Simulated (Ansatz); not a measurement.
**BNH4 (SMILES BN): MP2/STO-3G**

What is the electronic atomisation energy of BNH4 at MP2/STO-3G? 

The calculation is run with Ansatz 0.2.0.

47 further runs of the same task are left out: 47 set aside as unsound or not needed.

## (1) The system as given

BNH4: 6 atoms, total charge 0, spin state singlet. SMILES: `BN`. The coordinates come from a PBE0-D4/def2-TZVP relaxation.

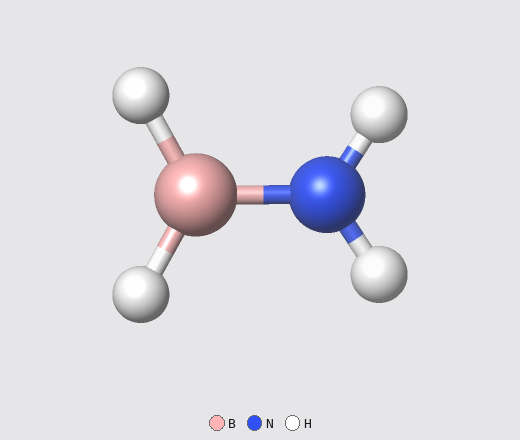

The structure, seen from a chosen angle (boron pink, nitrogen blue, hydrogen white).

## (2) A single-point energy at MP2/STO-3G

Input file job.yaml:

```yaml
crystal:
  periodic: [false, false, false]
  atoms:
    - {symbol: B, position_ang: [-0.128200, -0.679600, -0.025600]}
    - {symbol: "N", position_ang: [0.146100, 0.677400, 0.010800]}
    - {symbol: H, position_ang: [0.225800, -1.368000, 0.887500]}
    - {symbol: H, position_ang: [-0.712000, -1.128700, -0.969200]}
    - {symbol: H, position_ang: [-0.121600, 1.313700, -0.720800]}
    - {symbol: H, position_ang: [0.632000, 1.121400, 0.771300]}
basis:
  gaussian:
    orbitals: STO-3G
correlation:
  method: mp2
  frozen_orbitals: {B: 1, H: 0, "N": 1}
accuracy: high
```

Launch:

```console
ansatz run job.yaml --threads 1 --pin off --max-ram 2610MiB --events-out events.jsonl --progress --plain --runs-dir runs
```

Standard output:

```text
Warning: RAYON_NUM_THREADS=1 ignored (pool sized by the plan → 1); use --threads N
Functional definition: HF
  name "HF"
  exchange = exact_x
  correlation = 0
230 factors; integrals over basis functions are off by at most 7.8e-9 eV
mean field evaluation 1: about -2188.8940 eV, gradient 1.2e1 eV
mean field evaluation 2: about -2188.9366 eV, gradient 1.2e1 eV
mean field evaluation 4: about -2189.5219 eV, gradient 1.1e0 eV
mean field evaluation 8: about -2189.5256 eV, gradient 3.3e-7 eV
mean field -2189.52560562 eV, -80.4635818930 hartree, gradient 4.3e-8 eV, S^2 0.000000; 0 other end points of the search recorded, 0 dependent functions left out
2 core orbitals not correlated: weight in the atoms' cores, before any rotation towards them, 1.000 or more for the frozen orbitals, at most 0.000 for the correlated occupied ones
reference -2189.52560562 eV, -80.4635818930 hartree; 6, 6 occupied and 6, 6 virtual orbitals, 230 factors
second order -2.47010944 eV of doubles, -0.00000000 eV of singles
Total energy: -2191.99571506 eV, -80.5543567405 hartree
```

Run time: 0.08 s. Hardware: 1 thread of Arm Neoverse V1, shared host.

## (3) The B atom at the same level

Input file in.yaml:

```yaml
crystal:
  periodic: [false, false, false]
  atoms:
    - symbol: B
      position_ang: [0.000000, 0.000000, 0.000000]
basis:
  gaussian:
    orbitals: STO-3G
magnetization:
  spin_polarized: true
  initial_magnetization: 1
correlation:
  method: mp2
  frozen_orbitals: {B: 1}
accuracy: high
```

Run the same way, it converges to -24.16765 Eh (log not shown).

## (4) The H atom: a single-point energy at UHF/STO-3G

Input file job.yaml:

```yaml
crystal:
  periodic: [false, false, false]
  atoms:
    - {symbol: H, position_ang: [0.000000, 0.000000, 0.000000]}
basis:
  gaussian:
    orbitals: STO-3G
magnetization:
  spin_polarized: true
  initial_magnetization: 1
hamiltonian:
  xc: hf
accuracy: high
```

Run the same way, it converges to -0.46658 Eh (log not shown).

## (5) The N atom, same level

Input file run.yaml:

```yaml
crystal:
  periodic: [false, false, false]
  atoms:
    - {symbol: "N", position_ang: [0.000000, 0.000000, 0.000000]}
basis:
  gaussian: {orbitals: STO-3G}
correlation: {method: mp2, frozen_orbitals: {"N": 1}}
accuracy: high
magnetization: {spin_polarized: true, initial_magnetization: 3}
```

Launch:

```console
ansatz run run.yaml --threads 1 --pin off --max-ram 2610MiB --events-out events.jsonl --progress --plain --runs-dir runs
```

Standard output:

```text
Warning: RAYON_NUM_THREADS=1 ignored (pool sized by the plan → 1); use --threads N
[... 4 set-up lines as earlier in the session ...]
15 factors; integrals over basis functions are off by at most 1.1e-9 eV
mean field evaluation 1: about -1461.7687 eV, gradient 1.8e-14 eV
mean field evaluation 2: about -1461.7687 eV, gradient 0.0e0 eV
mean field -1461.76873496 eV, -53.7190101874 hartree, gradient 0.0e0 eV, S^2 3.750000; 0 other end points of the search recorded, 0 dependent functions left out
1 core orbitals not correlated: weight in the atoms' cores, before any rotation towards them, 1.000 or more for the frozen orbitals, at most 0.000 for the correlated occupied ones
reference -1461.76873496 eV, -53.7190101874 hartree; 4, 1 occupied and 0, 3 virtual orbitals, 15 factors
second order 0.00000000 eV of doubles, 0.00000000 eV of singles
Total energy: -1461.76873496 eV, -53.7190101874 hartree
```

Wall time 0.04 s (1 thread of Arm Neoverse V1, shared host).

## (6) Outcome

Level: MP2/STO-3G, 2 core orbitals frozen.

```
                                             quantity         value
                               molecule: total energy  -80.55436 Eh
molecule: correlation energy (2 core orbitals frozen)     -90.8 mEh
                                 B atom: total energy  -24.16765 Eh
   B atom: correlation energy (1 core orbital frozen)     -18.7 mEh
            B atom: ⟨S²⟩ of the reference determinant         0.750
                                 H atom: total energy   -0.46658 Eh
                                         H atom: ⟨S²⟩         0.750
                                 N atom: total energy  -53.71901 Eh
   N atom: correlation energy (1 core orbital frozen)       0.0 mEh
            N atom: ⟨S²⟩ of the reference determinant         3.750
                        electronic atomisation energy     21.806 eV
```

Taking the molecule apart into free atoms costs 21.81 eV (2104 kJ/mol), before zero-point energy and without spin-orbit coupling. In a minimal basis such a difference can be off by several eV, whatever the method.
